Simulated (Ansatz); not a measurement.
**H₈InNO₃Si: density, localisation and related maps**

```xyz
14

In   -0.4228   -0.9539    0.8764
N    -0.1621    0.0678   -1.1707
O    -2.4110   -0.7176    1.0364
O     0.3775   -2.7731    0.5833
O     0.7670    0.5258    1.6010
Si    0.8278    1.5763   -0.9943
H    -2.8559   -1.5533    1.2150
H     1.2103   -2.8627    1.0602
H     0.3203    1.0803    2.2504
H    -1.1101    0.2608   -1.5021
H     0.2499   -0.5984   -1.8268
H     0.0897    2.5429   -0.1475
H     0.9051    2.1626   -2.3742
H     2.2011    1.2132   -0.5784
```

Geometry: PBE0-D4/def2-SVP; core potentials replace the inner electrons of In.

Level of theory: isolated molecule in a Gaussian basis; Kohn-Sham density functional theory, functional PBE0 in Ansatz 0.2.0.

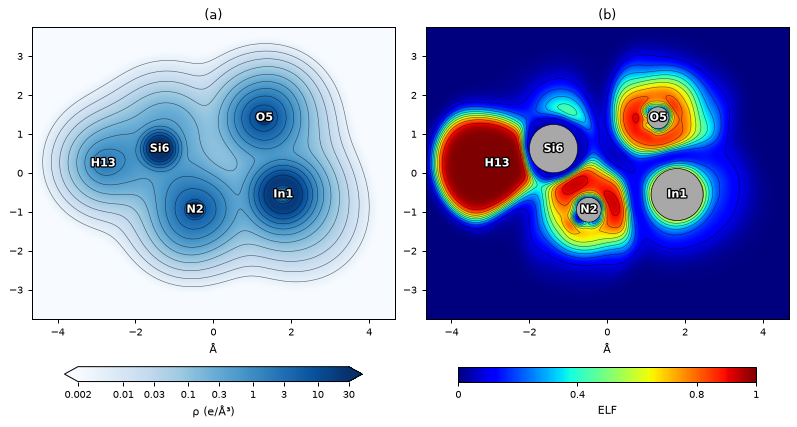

Figure 1. (a) electron density; (b) electron localisation function on the plane of atoms In1, N2 and Si6. Grey discs cover the atomic cores in the ELF map.

### Read the bonding off the picture.

The section cuts through In, N, O, Si and H sites.
Si–N (1.81 Å): ρ is about 0.94 e/Å³ halfway; the ELF peaks at about 0.95 between the atoms: a polar covalent bond.
In–O (2.03 Å): the density is about 0.65 e/Å³ at the midpoint; the ELF peaks at about 0.85 in the valence shell of O, 0.6 Å from its nucleus, and drops to about 0.10 between the two atoms.
In–N (2.30 Å): the density is about 0.4 e/Å³ at the midpoint; the ELF peaks at about 0.95 in the valence shell of N, 0.7 Å from its nucleus, and drops to about 0.10 between the two atoms.
Si–H (1.50 Å): ρ at the midpoint is about 0.77 e/Å³; the ELF climbs to about 1 towards the hydrogen, as it does in any bond to H.

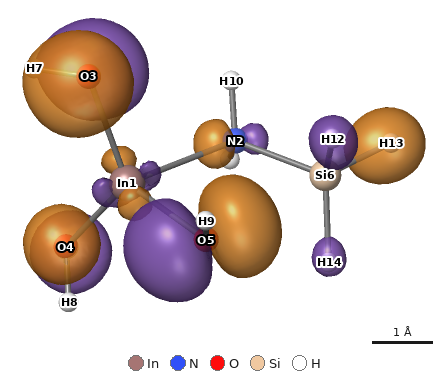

Figure 2. One frontier orbital at ±0.1 Å⁻³ᐟ² (orange and purple are the two phases), seen at a tilt.

### Which orbital is it: HOMO or LUMO?

The HOMO, at −8.06 eV. Its weight (Hirshfeld) is mainly on O3 (about 35 %), O5 (about 30 %), O4 (about 10 %) and In1 (about 5 %); largely a combination of lone pairs on O3, O5 and O4.

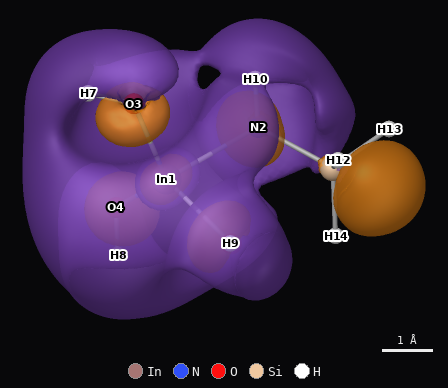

Figure 3. One frontier orbital at ±0.05 Å⁻³ᐟ² (orange and purple are the two phases), seen at a tilt.

### Which orbital is it: HOMO or LUMO?

The LUMO, at −1.29 eV. Its weight (Hirshfeld) is mainly on In1 (about 40 %), O3 (about 10 %), O4 (about 10 %), O5 (about 5 %) and Si6 (about 5 %).
